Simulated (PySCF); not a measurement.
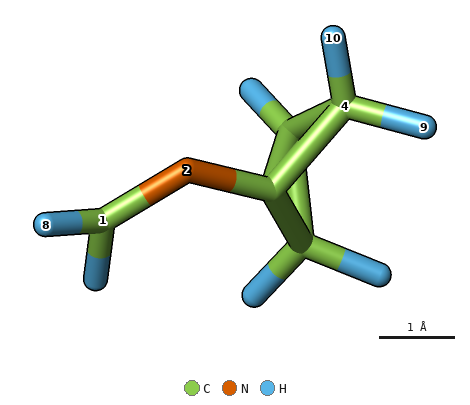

*The input geometry (stick view, seen at a tilt; atoms are numbered from 1 in the order of the input).*

Bond lengths as drawn: C–C 1.49 to 1.53 Å, C–H 1.02 to 1.12 Å and C–N 1.33 to 1.36 Å.

# Run report: C₅H₇N, NMR shielding calculation

System: C₅H₇N.
Method: GIAO PBE0/pcSseg-1 NMR shielding, non-relativistic, gas phase (PySCF 2.14.0).

The geometry comes from this level: GFN2-xTB, MD frame at 250 fs, 600 K. It belongs to a series of runs on one base structure; here: MD frame at 250 fs, 600 K. Figures and captions count atoms from 1; the log counts them from 0 in places.

Input
```
{"job": {"kind": "nmr", "xc": "PBE0", "basis": "pcSseg-1", "pop": false}, "charge": 0, "multiplicity": 1}
C      1.434800    -0.679900    -0.795000
N      0.412900    -1.086800    -0.055800
C     -0.443600    -0.203400     0.532200
C     -1.747000    -0.831100     0.915900
C     -1.703700     0.196300    -0.212600
C     -0.833800     1.231100     0.457800
H      1.629500     0.367700    -0.998800
H      2.255700    -1.237200    -1.027100
H     -2.113100    -0.594600     1.943900
H     -2.007500    -1.808100     0.721300
H     -2.084400     0.223100    -1.173000
H     -1.237300     1.756500     1.343600
H     -0.270000     1.978100    -0.096400
```

The first line tells a small driver script what to run in PySCF; the rest is the geometry in Å.

Machine: 1 CPU thread, shared host.

Launch command:
```bash
OMP_NUM_THREADS=1 python <driver script> task.json out
```

What the program printed
```
coarse grid: 10832 points
cycle   1  E = -248.9555090053  dE =  1.074e+00  |g| = 2.931e-01  |ddm| = 3.287e+00
cycle   2  E = -248.9488613027  dE =  6.648e-03  |g| = 3.560e-01  |ddm| = 6.873e-01
cycle   3  E = -248.9773198489  dE = -2.846e-02  |g| = 1.107e-01  |ddm| = 4.004e-01
cycle   4  E = -248.9798440193  dE = -2.524e-03  |g| = 3.739e-02  |ddm| = 9.822e-02
cycle   5  E = -248.9801533452  dE = -3.093e-04  |g| = 7.836e-03  |ddm| = 3.379e-02
cycle   6  E = -248.9801663040  dE = -1.296e-05  |g| = 3.278e-03  |ddm| = 1.089e-02
cycle   7  E = -248.9801688702  dE = -2.566e-06  |g| = 7.363e-04  |ddm| = 3.619e-03
final grid: 104640 points
cycle   8  E = -249.0145579712  dE = -3.622e-05  |g| = 7.175e-03  |ddm| = 3.001e-02
cycle   9  E = -249.0145510756  dE =  6.896e-06  |g| = 9.044e-03  |ddm| = 1.654e-02
cycle  10  E = -249.0145701214  dE = -1.905e-05  |g| = 2.449e-03  |ddm| = 9.784e-03
cycle  11  E = -249.0145715260  dE = -1.405e-06  |g| = 2.896e-04  |ddm| = 1.900e-03
cycle  12  E = -249.0145715400  dE = -1.399e-08  |g| = 1.295e-04  |ddm| = 2.571e-04
cycle  13  E = -249.0145715437  dE = -3.773e-09  |g| = 2.175e-05  |ddm| = 1.237e-04
cycle  14  E = -249.0145715438  dE = -9.481e-11  |g| = 7.514e-06  |ddm| = 2.597e-05
```

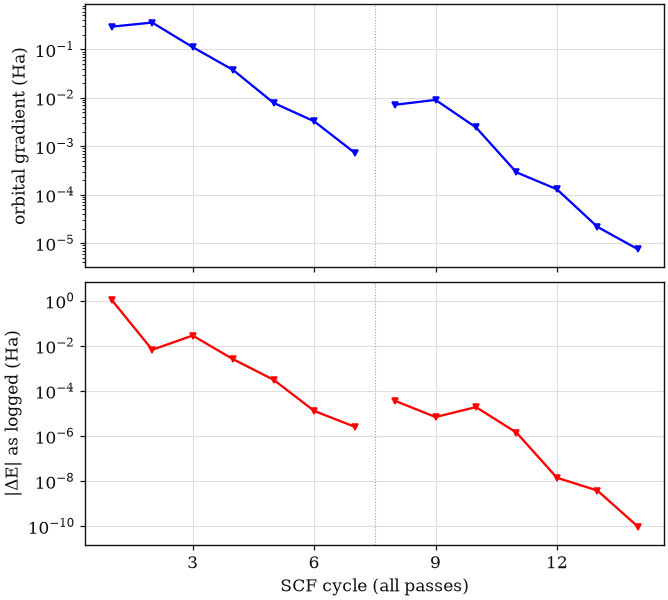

*Convergence of the self-consistent field: orbital gradient and size of the energy change against the SCF cycle. The dotted line marks the change from a coarse to the final integration grid.*

The first 7 cycles use a coarse grid, the final grid takes over at cycle 8, and the field converges after 14 cycles in all.

```
converged SCF energy = -249.0145715438

GIAO shielding tensors (ppm)
atom      isotropic    diamagn.    paramagn.     s11        s22        s33       span
  0 C       22.358     254.691    -232.333   -102.334     27.187    142.220    244.555
  1 N     -189.520     325.076    -514.596   -614.797   -212.248    258.487    873.284
  2 C      150.412     241.350     -90.938    114.993    138.672    197.570     82.577
  3 C      138.461     254.103    -115.642    108.498    139.514    167.373     58.875
  4 C      154.855     255.936    -101.081    121.043    151.188    192.333     71.290
  5 C      148.875     253.437    -104.562    136.349    149.181    161.096     24.747
  6 H       24.323      32.898      -8.575     19.875     23.777     29.317      9.442
  7 H       24.222      31.964      -7.742     20.309     25.647     26.710      6.401
  8 H       29.345      29.267       0.079     24.442     27.300     36.295     11.853
  9 H       30.468      32.660      -2.192     25.578     27.402     38.425     12.847
 10 H       29.842      33.916      -4.074     24.405     28.484     36.637     12.233
 11 H       29.610      28.849       0.762     24.167     26.659     38.005     13.838
 12 H       28.626      31.803      -3.178     24.148     25.741     35.988     11.840
```

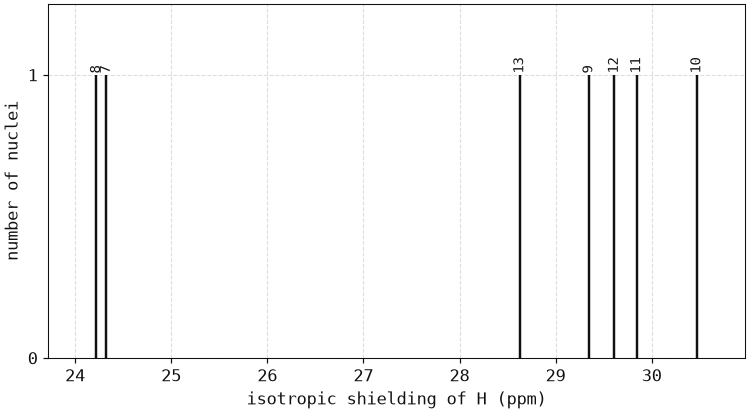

*Isotropic shieldings of the hydrogen nuclei in this fixed geometry, labelled by atom number; shielding grows to the right, so chemical shift grows to the left.*

The least shielded is H8 (24.2 ppm), the most shielded H10 (30.5 ppm).

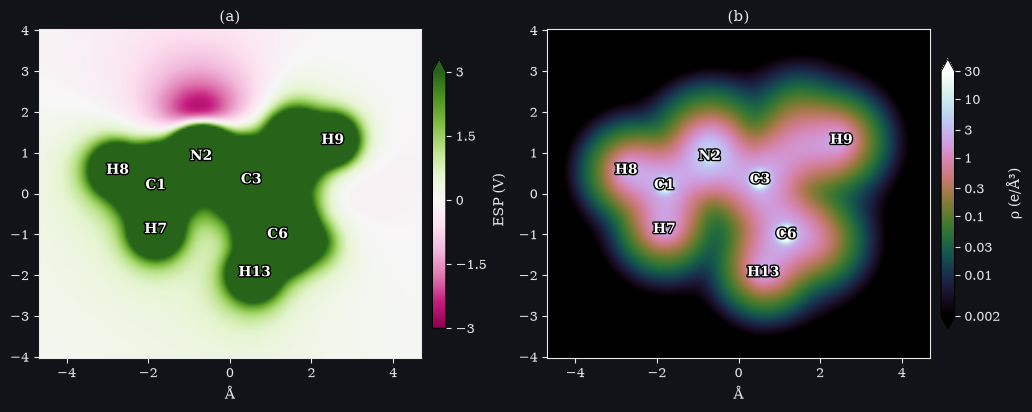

*(a) electrostatic potential; (b) electron density on the plane of atoms C3, C6 and H13.*

C–N (1.33 Å): ρ is about 2.5 e/Å³ halfway. C–C (1.49 Å): ρ at the midpoint is about 1.6 e/Å³.

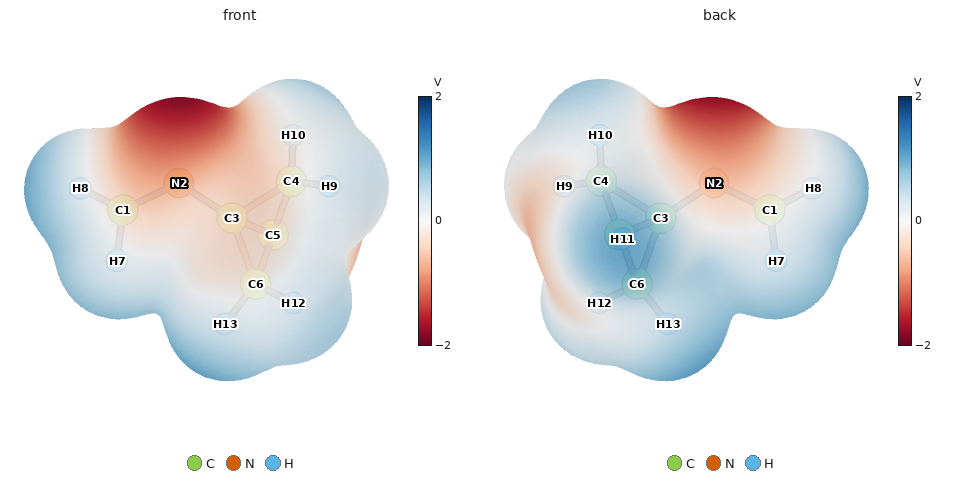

*The molecular electrostatic potential painted on the density surface at 0.002 e/bohr³, seen face on and from behind; red is negative and blue positive.*

Results in brief

- outcome: converged
- total energy: −249.014572 hartree
- HOMO: −6.28 eV
- LUMO: −0.97 eV
- dipole moment: 1.72 D
- isotropic shielding, C: 22.4 to 154.9 ppm
- isotropic shielding, N: −189.5 ppm
- isotropic shielding, H: 24.2 to 30.5 ppm
- wall time: 15 s
- peak memory: 0.65 GiB
